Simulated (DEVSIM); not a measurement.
Structure: illuminated Si n-on-p cell, one wavelength, at 300 K.

```tsv
layer (left to right)	material	thickness (μm)	Nd (cm⁻³)	Na (cm⁻³)	τn (s)	τp (s)	absorption coefficient (cm⁻¹)
1	Si	0.630	1.6e18	-	0.00024	9.3e-5	5200
2	Si	74.0	-	1.6e17	0.00028	0.00028	5200
```

Left contact: ohmic, minority hole recombination velocity 1e5 cm/s. Right contact: ohmic, minority electron recombination velocity 90000 cm/s. Voltage is applied to the left contact. Recombination: SRH at mid-gap, radiative, Auger. Gap narrowing is on: ΔEg = 6.92 meV × (l + √(l² + 0.5)), l = ln(N/1.3e17 cm⁻³), shared equally by both band edges. Light enters at the left, 6e16 photons cm⁻² s⁻¹, one pass, no reflection. Mobility is μmin + (μ − μmin)/(1 + (N/Nref)^α).

Constants are typed, rounded textbook-type inputs, not results; the design itself was drawn at random and stands for no fabricated device. Values at 300 K.

```tsv
parameter	Si
gap (eV)	1.124
affinity (eV)	4.05
permittivity	11.7
Nc (cm⁻³)	2.86e19
Nv (cm⁻³)	3.1e19
μn (cm²/Vs)	1417
μp (cm²/Vs)	470
μn,min	52
μp,min	45
Nref,n	9.7e16
Nref,p	2.2e17
αn	0.68
αp	0.72
B (cm³/s)	4.7e-15
Cn (cm⁶/s)	2.8e-31
Cp (cm⁶/s)	9.9e-32
```

Model (solved in DEVSIM): 1D drift-diffusion, Boltzmann statistics, complete ionisation; no tunnelling, impact ionisation, image-force lowering or self-heating.

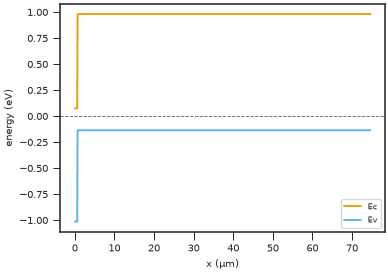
*Band edges at zero bias, in the dark*

Energies count from the Fermi level of the right contact; mesh points crowd at the junctions.

| x (μm) | Ec (eV) | Ev (eV) | n (cm⁻³) | p (cm⁻³) | field (V/cm) |
|---|---|---|---|---|---|
| 0.000 | 0.075 | -1.014 | 1.6e18 | 290 | ≈ 0 |
| 0.03360 | 0.075 | -1.014 | 1.6e18 | 290 | ≈ 0 |
| 0.1055 | 0.075 | -1.014 | 1.6e18 | 290 | ≈ 0 |
| 0.2751 | 0.075 | -1.014 | 1.6e18 | 290 | ≈ 0 |
| 0.5230 | 0.075 | -1.014 | 1.6e18 | 290 | ≈ 0 |
| 0.5957 | 0.075 | -1.014 | 1.6e18 | 290 | 18 |
| 0.6297 | 0.174 | -0.915 | 3.5e16 | 13000 | 190000 |
| 0.6813 | 0.864 | -0.253 | 87000 | 1.7e15 | 67000 |
| 0.7906 | 0.981 | -0.136 | 940 | 1.6e17 | ≈ 0 |
| 1.041 | 0.981 | -0.136 | 940 | 1.6e17 | ≈ 0 |
| 1.673 | 0.981 | -0.136 | 940 | 1.6e17 | ≈ 0 |
| 4.089 | 0.981 | -0.136 | 940 | 1.6e17 | ≈ 0 |
| 8.810 | 0.981 | -0.136 | 940 | 1.6e17 | ≈ 0 |
| 20.73 | 0.981 | -0.136 | 940 | 1.6e17 | ≈ 0 |
| 53.74 | 0.981 | -0.136 | 940 | 1.6e17 | ≈ 0 |
| 66.13 | 0.981 | -0.136 | 940 | 1.6e17 | ≈ 0 |
| 71.03 | 0.981 | -0.136 | 940 | 1.6e17 | ≈ 0 |
| 73.18 | 0.981 | -0.136 | 940 | 1.6e17 | ≈ 0 |
| 74.20 | 0.981 | -0.136 | 940 | 1.6e17 | ≈ 0 |
| 74.46 | 0.981 | -0.136 | 940 | 1.6e17 | ≈ 0 |
| 74.58 | 0.981 | -0.136 | 940 | 1.6e17 | ≈ 0 |
| 74.63 | 0.981 | -0.136 | 940 | 1.6e17 | ≈ 0 |
